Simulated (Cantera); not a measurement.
Feed: 1 mol BN, 0.11 mol H2O, held at 1773 K.

Cantera equilibrium calculation (NASA polynomials, part measured and part estimated; ideal gas, pure solids and liquids). Candidate condensed phases: B, BN, B2O3, B3O3H3, H2O; 39 gas species. Mutual solubility and eutectic melting of coexisting phases are not modelled. The tables' values for BH2 are old estimates; treat these amounts as uncertain. The numbers say what is thermodynamically allowed, not how fast it happens.

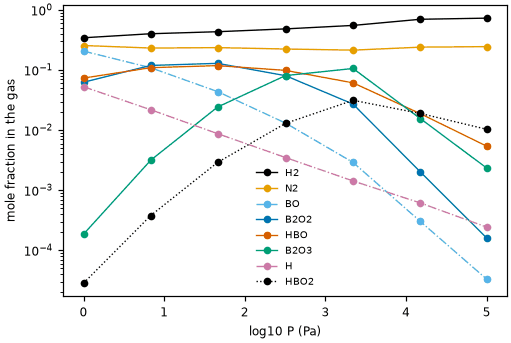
Figure: Equilibrium gas composition (values under 1e-9 drawn at 1e-9)

Question: Read off the mole fractions at 0.150 bar.

Answer: H2 about 0.70, N2 about 0.24, HBO2 about 0.019, HBO about 0.019, B2O3 about 0.016, B2O2 about 0.0020, H about 0.00062, BO about 0.00030.
